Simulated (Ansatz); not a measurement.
# One shape, several levels: FH2ISi (SMILES F[SiH2]I)

Aim: a comparison of 3 runs (HF/def2-SVPD, PBE0/def2-SVP, MP2/def2-SVP) of FH2ISi. 

The calculation is run with Ansatz 0.2.0.

### Step 1. Starting point

FH2ISi: 5 atoms, total charge 0, spin state singlet. As SMILES, `F[SiH2]I`. The shape is that of a PBE0-D4/def2-TZVP optimisation.

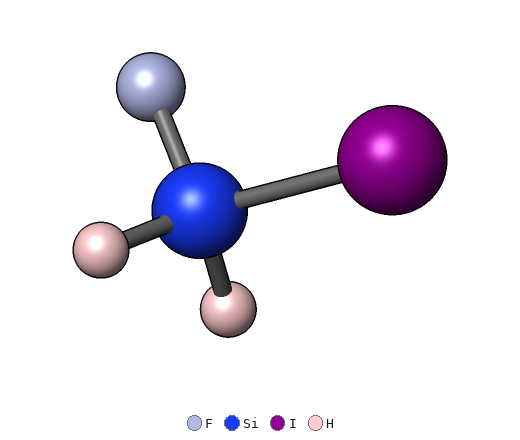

Viewed from a chosen angle; fluorine light blue, silicon blue, iodine purple, hydrogen pink.

### Step 2. Energy and forces at HF/def2-SVPD (core potential) (run 1)

Contents of in.yaml:

```yaml
crystal:
  periodic: [false, false, false]
  atoms:
    - {symbol: F, position_ang: [-0.417100, -0.253200, 1.547200]}
    - {symbol: Si, position_ang: [0.136500, -0.141300, 0.058300]}
    - {symbol: I, position_ang: [-1.229900, 1.421900, -1.188000]}
    - {symbol: H, position_ang: [0.040100, -1.472100, -0.573900]}
    - {symbol: H, position_ang: [1.520200, 0.371000, 0.115000]}
basis:
  gaussian: {orbitals: def2-SVPD}
accuracy: high
output: {forces: true, orbitals: {seedname: orbitals}}
hamiltonian: {xc: hf}
```

On the command line:

```
$ ansatz run in.yaml --threads 1 --pin off --max-ram 2610MiB --events-out events.jsonl --progress --plain --runs-dir runs
```

The log of the run:

```text
Warning: RAYON_NUM_THREADS=1 ignored (pool sized by the plan → 1); use --threads N
Functional definition: HF
  name "HF"
  exchange = exact_x
  correlation = 0
2024 factors; integrals over basis functions are off by at most 3.9e-9 eV
mean field evaluation 1: about -18668.5893 eV, gradient 2.7e1 eV
mean field evaluation 2: about -18668.6338 eV, gradient 2.7e1 eV
mean field evaluation 4: about -18670.2435 eV, gradient 1.9e0 eV
mean field evaluation 8: about -18670.2633 eV, gradient 1.3e-1 eV
mean field evaluation 16: about -18670.2634 eV, gradient 2.0e-8 eV
mean field -18670.26339207 eV, -686.1195244995 hartree, gradient 2.0e-8 eV, S^2 0.000000; 0 other end points of the search recorded, 0 dependent functions left out
the calculation of the forces begins
reference -18670.26339207 eV, -686.1195244995 hartree; 25, 25 occupied and 73, 73 virtual orbitals, 2024 factors
Total energy: -18670.26339207 eV, -686.1195244995 hartree
Atom 0 at    -0.417100    -0.253200     1.547200 Å, force    -0.276351    -0.026614     0.664446 eV/Å
Atom 1 at     0.136500    -0.141300     0.058300 Å, force     0.674336    -0.317867    -0.591408 eV/Å
Atom 2 at    -1.229900     1.421900    -1.188000 Å, force    -0.221232     0.238813    -0.163924 eV/Å
Atom 3 at     0.040100    -1.472100    -0.573900 Å, force    -0.001298     0.160595     0.085652 eV/Å
Atom 4 at     1.520200     0.371000     0.115000 Å, force    -0.175456    -0.054927     0.005234 eV/Å
Dipole moment:     0.235204    -0.128676    -0.161259 e Å
```

Run time: 7.5 s. Hardware: 1 thread of AMD EPYC 7R43 (Zen 3), shared host; peak memory 0.31 GiB.

### Step 3. Energy and gradient at PBE0/def2-SVP (core potential) (run 2)

Contents of molecule.yaml:

```yaml
crystal:
  periodic: [false, false, false]
  atoms:
    - {symbol: F, position_ang: [-0.417100, -0.253200, 1.547200]}
    - {symbol: Si, position_ang: [0.136500, -0.141300, 0.058300]}
    - {symbol: I, position_ang: [-1.229900, 1.421900, -1.188000]}
    - {symbol: H, position_ang: [0.040100, -1.472100, -0.573900]}
    - {symbol: H, position_ang: [1.520200, 0.371000, 0.115000]}
basis:
  gaussian:
    orbitals: def2-SVP
output: {forces: true, orbitals: {seedname: orbitals}}
hamiltonian:
  xc: pbe0
accuracy: high
```

On the command line:

```
$ ansatz run molecule.yaml --threads 1 --pin off --max-ram 2610MiB --events-out events.jsonl --progress --plain --runs-dir runs
```

The log of the run, shortened:

```text
Warning: RAYON_NUM_THREADS=1 ignored (pool sized by the plan → 1); use --threads N
Functional definition: PBE0
  name "PBE0"
[...]
1476 factors; integrals over basis functions are off by at most 3.8e-9 eV
[...]
mean field -18719.97078317 eV, -687.9462374296 hartree, gradient 7.1e-8 eV, S^2 0.000000; 0 other end points of the search recorded, 0 dependent functions left out
[...]
reference -18719.97078512 eV, -687.9462375012 hartree; 25, 25 occupied and 43, 43 virtual orbitals, 1476 factors
Total energy: -18719.97078512 eV, -687.9462375012 hartree
Atom 0 at    -0.417100    -0.253200     1.547200 Å, force    -0.352610    -0.062216     0.923597 eV/Å
Atom 1 at     0.136500    -0.141300     0.058300 Å, force     0.297283     0.044427    -0.750888 eV/Å
Atom 2 at    -1.229900     1.421900    -1.188000 Å, force    -0.066946     0.080656    -0.072258 eV/Å
Atom 3 at     0.040100    -1.472100    -0.573900 Å, force    -0.012059    -0.123253    -0.084615 eV/Å
Atom 4 at     1.520200     0.371000     0.115000 Å, force     0.134332     0.060387    -0.015837 eV/Å
Dipole moment:     0.209405    -0.116138    -0.139369 e Å
```

Wall time 8.4 s (1 thread of AMD EPYC 7R43 (Zen 3), shared host).

### Step 4. Energy and forces at MP2/def2-SVP (core potential) (run 3)

Contents of input.yaml:

```yaml
crystal:
  periodic: [false, false, false]
  atoms:
    - {symbol: F, position_ang: [-0.417100, -0.253200, 1.547200]}
    - {symbol: Si, position_ang: [0.136500, -0.141300, 0.058300]}
    - {symbol: I, position_ang: [-1.229900, 1.421900, -1.188000]}
    - {symbol: H, position_ang: [0.040100, -1.472100, -0.573900]}
    - {symbol: H, position_ang: [1.520200, 0.371000, 0.115000]}
basis:
  gaussian:
    orbitals: def2-SVP
correlation:
  method: mp2
  frozen_orbitals: {F: 1, H: 0, I: 4, Si: 5}
accuracy: high
output: {forces: true, orbitals: {seedname: orbitals}}
```

On the command line:

```
$ ansatz run input.yaml --threads 1 --pin off --max-ram 2610MiB --events-out events.jsonl --progress --plain --runs-dir runs
```

The log of the run, shortened:

```text
Warning: RAYON_NUM_THREADS=1 ignored (pool sized by the plan → 1); use --threads N
[... 2 set-up lines as earlier in the session ...]
[...]
1476 factors; integrals over basis functions are off by at most 3.8e-9 eV
[...]
mean field -18669.94603867 eV, -686.1078619770 hartree, gradient 4.0e-8 eV, S^2 0.000000; 0 other end points of the search recorded, 0 dependent functions left out
10 core orbitals not correlated: weight in the atoms' cores, before any rotation towards them, 1.000 or more for the frozen orbitals, at most 0.000 for the correlated occupied ones
reference -18669.94603867 eV, -686.1078619770 hartree; 15, 15 occupied and 43, 43 virtual orbitals, 1476 factors
second order -10.89780334 eV of doubles, -0.00000000 eV of singles
[...]
Total energy: -18680.84384201 eV, -686.5083488631 hartree
Atom 0 at    -0.417100    -0.253200     1.547200 Å, force    -0.406472    -0.080893     1.089281 eV/Å
Atom 1 at     0.136500    -0.141300     0.058300 Å, force     0.560110    -0.090497    -0.954498 eV/Å
Atom 2 at    -1.229900     1.421900    -1.188000 Å, force    -0.090332     0.112384    -0.106915 eV/Å
Atom 3 at     0.040100    -1.472100    -0.573900 Å, force     0.034096     0.110713     0.016349 eV/Å
Atom 4 at     1.520200     0.371000     0.115000 Å, force    -0.097403    -0.051706    -0.044216 eV/Å
Dipole moment:     0.214539    -0.124285    -0.128623 e Å
```

It took 6.3 s on 1 thread of AMD EPYC 7R43 (Zen 3), shared host.

### Step 5. All runs side by side

```tsv
run	level	core potential	frozen core orbitals	energy (Eh)	dipole moment (D)	HOMO energy (eV)	LUMO energy (eV)	wall time
1	HF/def2-SVPD (core potential)	def2-SVPD	–	-686.119524	1.50	-10.49	1.65	7.5 s
2	PBE0/def2-SVP (core potential)	def2-SVP	–	-687.946238	1.33	-7.90	-0.34	8.4 s
3	MP2/def2-SVP (core potential)	def2-SVP	10	-686.508349	1.34	-10.48	3.17	6.3 s
```

### Step 6. Summary of results

```
                                           quantity          value
                                run 3: total energy  -686.50835 Eh
          run 3: dipole moment (correlated density)         1.34 D
         run 3: HOMO energy (Hartree–Fock orbitals)      -10.48 eV
         run 3: LUMO energy (Hartree–Fock orbitals)        3.17 eV
       run 3: HOMO–LUMO gap (Hartree–Fock orbitals)       13.65 eV
run 3: correlation energy (10 core orbitals frozen)     -400.5 mEh
                    run 3: largest force on an atom     1.165 eV/Å
```

In words: The dipole moment runs from 1.33 D (PBE0/def2-SVP) to 1.50 D (HF/def2-SVPD). Basis or surroundings differ between these two runs. All runs together took 22 s, the longest 8.4 s.
